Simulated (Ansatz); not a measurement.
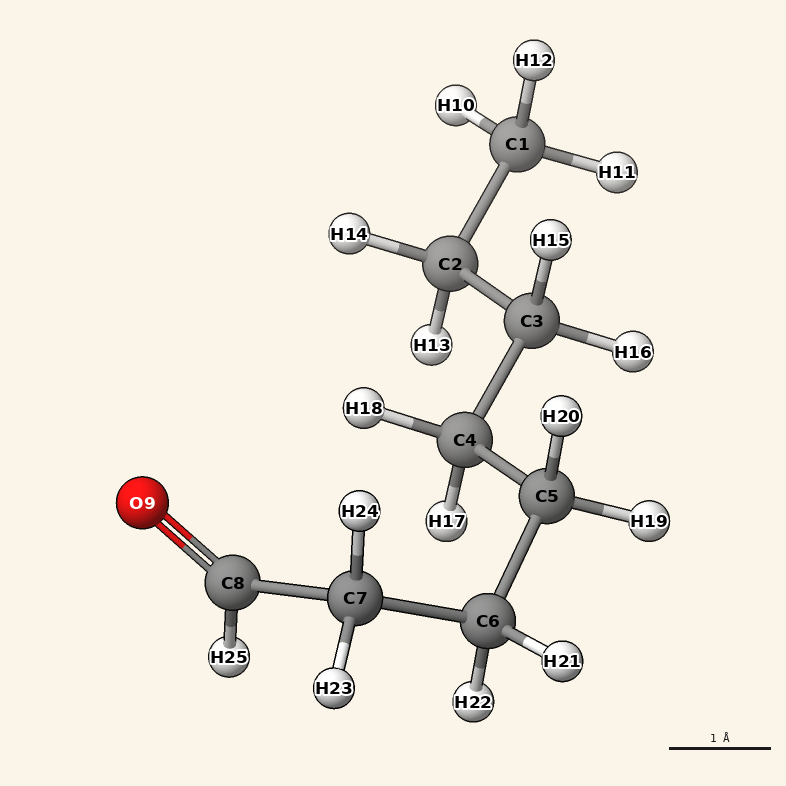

The atoms are numbered. Computed geometry: PBE-D4/def2-SVP optimisation. No frequency run is at hand to confirm it as a minimum.

Question: What is the geometry at C3?

Answer: C3 has 4 neighbours (C2 at 1.53, C4 at 1.53, H15 at 1.11, H16 at 1.11 Å); the arrangement is tetrahedral.

Question: What is the geometry at C6?

Answer: C6 has 4 neighbours (C5 at 1.53, C7 at 1.54, H21 at 1.11, H22 at 1.11 Å); the arrangement is tetrahedral.

Question: Describe the coordination of atom 5.

Answer: C5 has 4 neighbours (C4 at 1.53, C6 at 1.53, H19 at 1.11, H20 at 1.11 Å); the arrangement is tetrahedral.

Question: How are the neighbours of atom 2 arranged?

Answer: C2 has 4 neighbours (C1 at 1.53, C3 at 1.53, H13 at 1.11, H14 at 1.11 Å); the arrangement is tetrahedral.

Question: What is the dihedral angle C3–C4–C5–C6?

Answer: 176° in size, that is anti.
